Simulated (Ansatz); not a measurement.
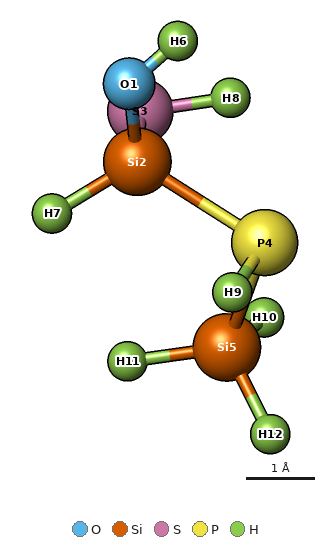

Figure 1. The starting structure (ball-and-stick view, seen at an oblique angle; atoms are numbered from 1 in the order of the input).

Molecular dynamics of Si₂PH₇SO

The run: molecular dynamics of Si₂PH₇SO. Method and program: RKS PBE-d4/def2-SVP (Ansatz 0.2.0).

The geometry comes from this level: PBE0-D4/def2-TZVP. Figures and captions count atoms from 1; the log counts them from 0 in places.

## Log
```
Functional definition: PBE
  name "PBE"
  cite "Perdew, Burke & Ernzerhof, Phys. Rev. Lett. 77, 3865 (1996) doi:10.1103/PhysRevLett.77.3865"
  parent pbe
  parameter kappa = 0.804
  parameter beta = 0.06672455060314922
  exchange = pbe_x(kappa = kappa, mu = beta*pi^2/3)
  correlation = pbe_c(beta = beta)
1353 factors; their error is unknown
mean field evaluation 1: about -38004.4231 eV, gradient 5.5e1 eV
mean field evaluation 2: about -37972.9972 eV, gradient 1.3e2 eV
mean field evaluation 4: about -38010.0520 eV, gradient 7.1e0 eV
mean field evaluation 8: about -38010.2097 eV, gradient 1.5e-1 eV
mean field evaluation 16: about -38010.1217 eV, gradient 2.2e-4 eV
mean field -38010.12166655 eV, -1396.8462070597 hartree, gradient 5.4e-5 eV, S^2 0.000000; 0 other end points of the search recorded, 0 dependent functions left out
the calculation of the forces begins
reference -38010.12170412 eV, -1396.8462084407 hartree; 37, 37 occupied and 84, 84 virtual orbitals, 1353 factors
md step     0: t =     0.00 fs  T =   275.0 K  F+E_penalty+E_count = -38010.51609427 eV  E_kin = 0.426558 eV  (27 SCF iters)
these checks for a lower state are left out or cut short: starts, cluster_reference, orbital_swaps, neighbouring_geometries, increment
1353 factors; their error is unknown
mean field -38010.10282904 eV, -1396.8455147940 hartree, gradient 2.4e-5 eV, S^2 0.000000; 0 other end points of the search recorded, 0 dependent functions left out
[... from here on the field's lines of each further geometry are left out, up to the last ...]
md step     1: t =     0.50 fs  T =   253.4 K  F+E_penalty+E_count = -38010.49736136 eV  E_kin = 0.393046 eV  (28 SCF iters, 3 dispersion substeps)
md step     2: t =     1.00 fs  T =   226.7 K  F+E_penalty+E_count = -38010.47675677 eV  E_kin = 0.351625 eV  (28 SCF iters, 3 dispersion substeps)
md step     3: t =     1.50 fs  T =   224.6 K  F+E_penalty+E_count = -38010.45752934 eV  E_kin = 0.348377 eV  (28 SCF iters, 3 dispersion substeps)
md step     4: t =     2.00 fs  T =   209.5 K  F+E_penalty+E_count = -38010.44150713 eV  E_kin = 0.324929 eV  (29 SCF iters, 3 dispersion substeps)
md step     5: t =     2.50 fs  T =   200.0 K  F+E_penalty+E_count = -38010.42944120 eV  E_kin = 0.310161 eV  (29 SCF iters, 3 dispersion substeps)
md step     6: t =     3.00 fs  T =   202.9 K  F+E_penalty+E_count = -38010.42115109 eV  E_kin = 0.314730 eV  (29 SCF iters, 3 dispersion substeps)
md step     7: t =     3.50 fs  T =   208.1 K  F+E_penalty+E_count = -38010.41477165 eV  E_kin = 0.322822 eV  (29 SCF iters, 3 dispersion substeps)
md step     8: t =     4.00 fs  T =   199.5 K  F+E_penalty+E_count = -38010.40997437 eV  E_kin = 0.309384 eV  (29 SCF iters, 3 dispersion substeps)
md step     9: t =     4.50 fs  T =   207.5 K  F+E_penalty+E_count = -38010.40503426 eV  E_kin = 0.321794 eV  (28 SCF iters, 3 dispersion substeps)
md step    10: t =     5.00 fs  T =   190.6 K  F+E_penalty+E_count = -38010.39710485 eV  E_kin = 0.295701 eV  (29 SCF iters, 3 dispersion substeps)
md step    11: t =     5.50 fs  T =   203.9 K  F+E_penalty+E_count = -38010.38413072 eV  E_kin = 0.316316 eV  (29 SCF iters, 3 dispersion substeps)
md step    12: t =     6.00 fs  T =   191.4 K  F+E_penalty+E_count = -38010.36437076 eV  E_kin = 0.296961 eV  (30 SCF iters, 3 dispersion substeps)
md step    13: t =     6.50 fs  T =   192.5 K  F+E_penalty+E_count = -38010.33856090 eV  E_kin = 0.298550 eV  (30 SCF iters, 3 dispersion substeps)
md step    14: t =     7.00 fs  T =   168.9 K  F+E_penalty+E_count = -38010.30944755 eV  E_kin = 0.261936 eV  (29 SCF iters, 3 dispersion substeps)
md step    15: t =     7.50 fs  T =   147.0 K  F+E_penalty+E_count = -38010.28178548 eV  E_kin = 0.228016 eV  (30 SCF iters, 3 dispersion substeps)
md step    16: t =     8.00 fs  T =   127.7 K  F+E_penalty+E_count = -38010.25782171 eV  E_kin = 0.198111 eV  (30 SCF iters, 3 dispersion substeps)
md step    17: t =     8.50 fs  T =   110.6 K  F+E_penalty+E_count = -38010.24100854 eV  E_kin = 0.171529 eV  (30 SCF iters, 3 dispersion substeps)
md step    18: t =     9.00 fs  T =   117.3 K  F+E_penalty+E_count = -38010.23429182 eV  E_kin = 0.181968 eV  (28 SCF iters, 3 dispersion substeps)
md step    19: t =     9.50 fs  T =   120.7 K  F+E_penalty+E_count = -38010.23677680 eV  E_kin = 0.187211 eV  (30 SCF iters, 3 dispersion substeps)
the calculation of the forces begins
reference -38009.85340430 eV, -1396.8363486041 hartree; 37, 37 occupied and 84, 84 virtual orbitals, 1353 factors
1353 factors; their error is unknown
mean field evaluation 192: about -38009.8534 eV, gradient 5.0e-3 eV
mean field -38009.85336585 eV, -1396.8363471909 hartree, gradient 7.8e-6 eV, S^2 0.000000; 1 other end points of the search recorded, 0 dependent functions left out
the calculation of the forces begins
reference -38009.85340430 eV, -1396.8363486041 hartree; 37, 37 occupied and 84, 84 virtual orbitals, 1353 factors
md step    20: t =    10.00 fs  T =   125.8 K  F+E_penalty+E_count = -38010.24615864 eV  E_kin = 0.195142 eV  (28 SCF iters, 3 dispersion substeps)
```

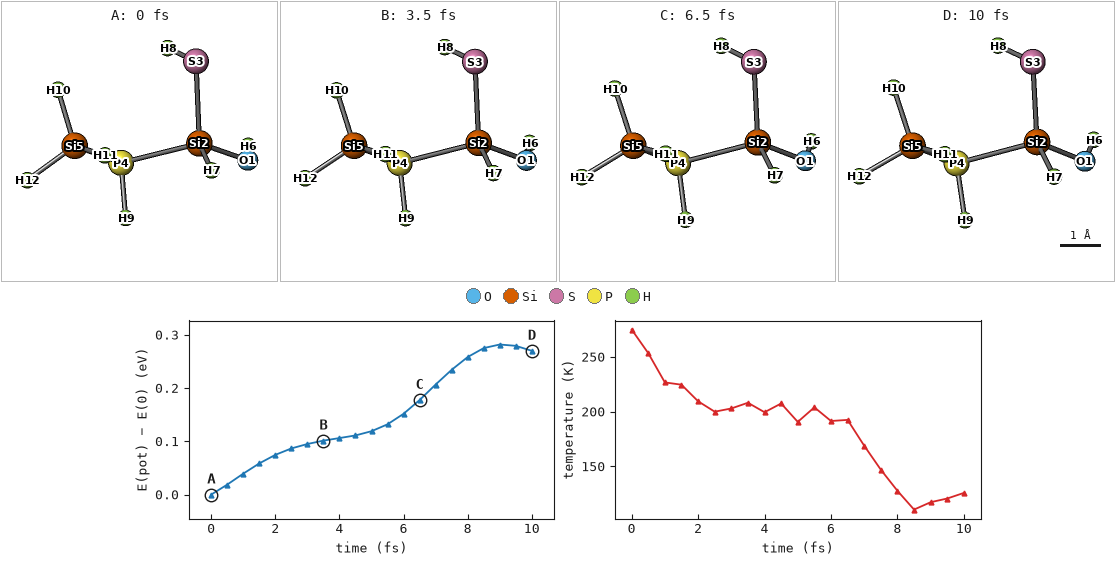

Figure 2. Frames of the molecular dynamics (ball-and-stick, seen at a tilt) above the curves, on which the letters mark them. The trajectory kept here has 21 frames over 10 fs. The temperature starts at 275 K, ranges from 111 to 275 K and averages 154 K over the second half. The potential energy ends 0.270 eV above its first value. After an unweighted best fit of the last frame on the first, the root-mean-square displacement is 0.13 Å, and H6 has moved furthest (0.23 Å).

```
Total energy: -38010.24619710 eV, -1396.8507834731 hartree
Atom 0 at    -0.694220     2.442167     1.204042 Å, force    -0.652215     1.174468     0.319827 eV/Å
Atom 1 at    -0.228678     0.896760     0.929825 Å, force     1.678081     0.222271    -0.836066 eV/Å
Atom 2 at    -1.357350    -0.636959     1.801523 Å, force    -1.064850    -1.042565     0.074635 eV/Å
Atom 3 at    -0.186971     0.449800    -1.321389 Å, force    -0.161892     0.901014     0.138766 eV/Å
Atom 4 at     0.896188    -1.473730    -1.074762 Å, force     0.179841    -1.272995    -0.514373 eV/Å
Atom 5 at    -1.637854     2.654679     1.162099 Å, force    -0.254286     0.108111    -0.113909 eV/Å
Atom 6 at     1.152572     1.064345     1.577161 Å, force    -0.398501    -0.690037    -0.220667 eV/Å
Atom 7 at    -2.226866    -0.891712     0.727980 Å, force     0.667114     0.303697     0.579108 eV/Å
Atom 8 at     0.947342     1.351537    -1.566342 Å, force    -0.304302    -0.467544     0.077736 eV/Å
Atom 9 at    -0.143481    -2.620394    -0.966746 Å, force     0.385541     0.627039     0.124979 eV/Å
Atom 10 at     1.808915    -1.512323     0.151133 Å, force    -0.064711    -0.086411    -0.437612 eV/Å
Atom 11 at     1.571863    -1.786695    -2.442605 Å, force    -0.009819     0.222953     0.807576 eV/Å
Dipole moment:    -0.249430     0.075154    -0.047828 e Å
```

## Trajectory as extended XYZ (Å, eV, eV/Å), 8 of the 21 frames kept, from step=0 to step=20
```
12
Properties=species:S:1:pos:R:3:forces:R:3 step=0 time_fs=0.0 energy=-38010.51609 temperature=275.0
O    -0.7419    2.4408    1.1755    0.3033   0.8688   0.4425
Si   -0.2020    0.9155    0.8999    0.2730  -0.5342  -0.1385
S    -1.3536   -0.6331    1.8257    0.1272  -0.3272   0.5402
P    -0.2068    0.4486   -1.2907   -0.4730  -0.0677  -0.3063
Si    0.9162   -1.4926   -1.0707   -0.0260   0.0239   0.0164
H    -1.6104    2.6784    0.8460   -0.6487   0.1762  -0.2538
H     1.1196    0.8664    1.5605    0.2835  -0.0220   0.1595
H    -2.2376   -0.7262    0.8169   -0.3344  -0.0311  -0.3792
H     0.9368    1.2417   -1.5801    0.3181   0.2299  -0.0916
H    -0.0817   -2.5795   -0.9208   -0.2141  -0.2425   0.0271
H     1.8439   -1.5102    0.0910    0.2176  -0.0202   0.2574
H     1.6947   -1.7050   -2.3192    0.1736  -0.0540  -0.2738
12
Properties=species:S:1:pos:R:3:forces:R:3 step=3 time_fs=1.5 energy=-38010.45753 temperature=224.6
O    -0.7309    2.4325    1.1788   -0.2376   1.3061   0.3570
Si   -0.2054    0.9126    0.9054    0.2097  -0.6581  -0.5346
S    -1.3542   -0.6304    1.8205    0.3751  -0.4007   1.0269
P    -0.2015    0.4485   -1.2948   -0.7106  -0.1082  -0.1586
Si    0.9131   -1.4898   -1.0697    0.1208   0.1938  -0.0852
H    -1.6214    2.6677    0.8901   -0.3371   0.1057  -0.1235
H     1.1045    0.9157    1.5529    0.5967  -0.1658   0.3066
H    -2.2224   -0.7538    0.8238   -0.6109  -0.0555  -0.7615
H     0.9226    1.2552   -1.5776    0.4926   0.3124  -0.1260
H    -0.0721   -2.5680   -0.9340   -0.4587  -0.4553   0.0876
H     1.8212   -1.5112    0.1036    0.2989  -0.0328   0.2587
H     1.6654   -1.7137   -2.3312    0.2611  -0.0417  -0.2473
12
Properties=species:S:1:pos:R:3:forces:R:3 step=6 time_fs=3.0 energy=-38010.42115 temperature=202.9
O    -0.7208    2.4263    1.1828   -0.9814   1.7280   0.2396
Si   -0.2093    0.9092    0.9108    0.4323  -0.7140  -0.7490
S    -1.3545   -0.6291    1.8158    0.2981  -0.5056   1.1432
P    -0.1975    0.4487   -1.2990   -0.7375  -0.0160  -0.0621
Si    0.9100   -1.4871   -1.0693    0.2146   0.1474  -0.0442
H    -1.6360    2.6614    0.9335    0.2136  -0.0311   0.0304
H     1.1036    0.9634    1.5551    0.5852  -0.2994   0.2857
H    -2.2176   -0.7824    0.8181   -0.5635  -0.0437  -0.7731
H     0.9173    1.2746   -1.5760    0.4635   0.2498  -0.1098
H    -0.0735   -2.5683   -0.9437   -0.4850  -0.4385   0.1188
H     1.8101   -1.5113    0.1207    0.2441  -0.0470   0.1002
H     1.6360   -1.7205   -2.3468    0.3161  -0.0299  -0.1796
12
Properties=species:S:1:pos:R:3:forces:R:3 step=9 time_fs=4.5 energy=-38010.40503 temperature=207.5
O    -0.7124    2.4233    1.1865   -1.3970   1.9734   0.2311
Si   -0.2144    0.9066    0.9152    0.9098  -0.6992  -0.7844
S    -1.3542   -0.6289    1.8112   -0.0530  -0.6529   0.9290
P    -0.1938    0.4491   -1.3034   -0.5875   0.2057  -0.0183
Si    0.9078   -1.4834   -1.0699    0.1506  -0.2431  -0.1148
H    -1.6450    2.6573    0.9806    0.4797  -0.0882   0.0622
H     1.1153    1.0039    1.5659    0.2793  -0.4297   0.1172
H    -2.2218   -0.8120    0.8013   -0.2465   0.0248  -0.4616
H     0.9222    1.2971   -1.5728    0.2687   0.0680  -0.0581
H    -0.0896   -2.5818   -0.9506   -0.2385  -0.1260   0.1137
H     1.8019   -1.5153    0.1379    0.1697  -0.0546  -0.0832
H     1.6109   -1.7349   -2.3733    0.2647   0.0217   0.0671
12
Properties=species:S:1:pos:R:3:forces:R:3 step=11 time_fs=5.5 energy=-38010.38413 temperature=203.9
O    -0.7077    2.4234    1.1888   -1.2688   1.9544   0.2970
Si   -0.2178    0.9051    0.9178    1.2577  -0.6308  -0.7559
S    -1.3538   -0.6298    1.8089   -0.4163  -0.7734   0.6053
P    -0.1916    0.4492   -1.3066   -0.4253   0.4060  -0.0090
Si    0.9062   -1.4812   -1.0703    0.1094  -0.5506  -0.2039
H    -1.6427    2.6545    1.0141    0.2839  -0.0264  -0.0003
H     1.1273    1.0248    1.5749    0.0157  -0.5112  -0.0222
H    -2.2309   -0.8303    0.7838    0.0970   0.1093  -0.0866
H     0.9304    1.3124   -1.5729    0.0737  -0.1030  -0.0082
H    -0.1038   -2.5943   -0.9533   -0.0288   0.1229   0.1050
H     1.7995   -1.5147    0.1476    0.1092  -0.0643  -0.2060
H     1.5986   -1.7453   -2.3933    0.1927   0.0671   0.2847
12
Properties=species:S:1:pos:R:3:forces:R:3 step=14 time_fs=7.0 energy=-38010.30945 temperature=168.9
O    -0.7021    2.4280    1.1928   -0.7326   1.6795   0.3814
Si   -0.2232    0.9026    0.9217    1.6134  -0.3792  -0.7235
S    -1.3536   -0.6324    1.8059   -0.8897  -0.9346   0.1630
P    -0.1893    0.4490   -1.3117   -0.1925   0.7035   0.0072
Si    0.9027   -1.4786   -1.0713    0.1011  -0.9562  -0.3693
H    -1.6338    2.6533    1.0655   -0.2876   0.1294  -0.1090
H     1.1404    1.0498    1.5864   -0.2716  -0.6166  -0.1777
H    -2.2423   -0.8543    0.7550    0.5376   0.2305   0.4149
H     0.9434    1.3342   -1.5749   -0.2117  -0.3560   0.0641
H    -0.1245   -2.6132   -0.9578    0.2432   0.4428   0.1003
H     1.7995   -1.5102    0.1581    0.0175  -0.0842  -0.3678
H     1.5842   -1.7607   -2.4237    0.0730   0.1411   0.6163
12
Properties=species:S:1:pos:R:3:forces:R:3 step=17 time_fs=8.5 energy=-38010.24101 temperature=110.6
O    -0.6988    2.4345    1.1982   -0.2965   1.3378   0.3827
Si   -0.2268    0.8997    0.9253    1.7404  -0.0589  -0.7425
S    -1.3548   -0.6345    1.8033   -1.1268  -1.0365  -0.0424
P    -0.1881    0.4496   -1.3169   -0.1255   0.8467   0.0654
Si    0.8991   -1.4764   -1.0727    0.1239  -1.2001  -0.4941
H    -1.6295    2.6526    1.1166   -0.6895   0.2258  -0.1470
H     1.1489    1.0642    1.5875   -0.4061  -0.6802  -0.2443
H    -2.2431   -0.8744    0.7336    0.7480   0.3047   0.6663
H     0.9473    1.3477   -1.5718   -0.3127  -0.4631   0.0840
H    -0.1386   -2.6238   -0.9610    0.3881   0.6194   0.1030
H     1.8032   -1.5096    0.1585   -0.0384  -0.0909  -0.4391
H     1.5762   -1.7743   -2.4420   -0.0047   0.1953   0.8081
12
Properties=species:S:1:pos:R:3:forces:R:3 step=20 time_fs=10.0 energy=-38010.24616 temperature=125.8
O    -0.6942    2.4422    1.2040   -0.6522   1.1745   0.3198
Si   -0.2287    0.8968    0.9298    1.6781   0.2223  -0.8361
S    -1.3574   -0.6370    1.8015   -1.0649  -1.0426   0.0746
P    -0.1870    0.4498   -1.3214   -0.1619   0.9010   0.1388
Si    0.8962   -1.4737   -1.0748    0.1798  -1.2730  -0.5144
H    -1.6379    2.6547    1.1621   -0.2543   0.1081  -0.1139
H     1.1526    1.0643    1.5772   -0.3985  -0.6900  -0.2207
H    -2.2269   -0.8917    0.7280    0.6671   0.3037   0.5791
H     0.9473    1.3515   -1.5663   -0.3043  -0.4675   0.0777
H    -0.1435   -2.6204   -0.9667    0.3855   0.6270   0.1250
H     1.8089   -1.5123    0.1511   -0.0647  -0.0864  -0.4376
H     1.5719   -1.7867   -2.4426   -0.0098   0.2230   0.8076
```

The run was set up as follows.

## The input
```yaml
crystal:
  periodic: [false, false, false]
  atoms:
    - {symbol: O, position_ang: [-0.741915, 2.440814, 1.175512]}
    - {symbol: Si, position_ang: [-0.202041, 0.915482, 0.899878]}
    - {symbol: S, position_ang: [-1.353642, -0.633132, 1.825686]}
    - {symbol: P, position_ang: [-0.206846, 0.448579, -1.290723]}
    - {symbol: Si, position_ang: [0.916190, -1.492576, -1.070701]}
    - {symbol: H, position_ang: [-1.610366, 2.678412, 0.845961]}
    - {symbol: H, position_ang: [1.119553, 0.866389, 1.560511]}
    - {symbol: H, position_ang: [-2.237643, -0.726173, 0.816905]}
    - {symbol: H, position_ang: [0.936796, 1.241727, -1.580052]}
    - {symbol: H, position_ang: [-0.081672, -2.579480, -0.920778]}
    - {symbol: H, position_ang: [1.843863, -1.510245, 0.090999]}
    - {symbol: H, position_ang: [1.694722, -1.704997, -2.319198]}
basis:
  gaussian: {orbitals: def2-SVP}
hamiltonian: {xc: {name: PBE}, dispersion: d4}
md: {timestep: 0.5 fs, n_steps: 20, ensemble: nvt_langevin, temperature: 300, initial_velocities: maxwell_boltzmann, friction: 0.01, seed: 329}
```

Run as:
```bash
ansatz run in.yaml --threads 4 --pin off --events-out ev --progress --plain --max-ram 10444MiB
```

## Key numbers

| quantity | value |
| --- | --- |
| outcome | finished |
| mean temperature over the second half | 154 K |
| trajectory | 20 steps, 10 fs |
| ensemble | nvt_langevin |
| temperature in the input | 300 K |
| time step | 0.5 fs |
| potential energy (last step) | −38010.2462 eV |
| mean-field energy (last step) | −38009.8534 eV |
| dispersion energy (last step) | −0.3928 eV |
| SCF solution under orbital rotations (last step) | stable |
| largest force (length of the vector) (last step) | 1.888 eV/Å |
| dipole moment (last step) | 1.27 D |
| hardware | 4 threads of Arm Neoverse V1, 23 GiB of memory available, shared host |
| wall time | 31 s (CPU time 1.9 min) |
| peak memory | 0.18 GiB |

## Notes

So short a trajectory is not equilibrated. The logged temperature at the start can lie below the typed one, since it is counted over all degrees of freedom. The temperature stays far from the 300 K of the thermostat over the second half: the run isn't equilibrated.
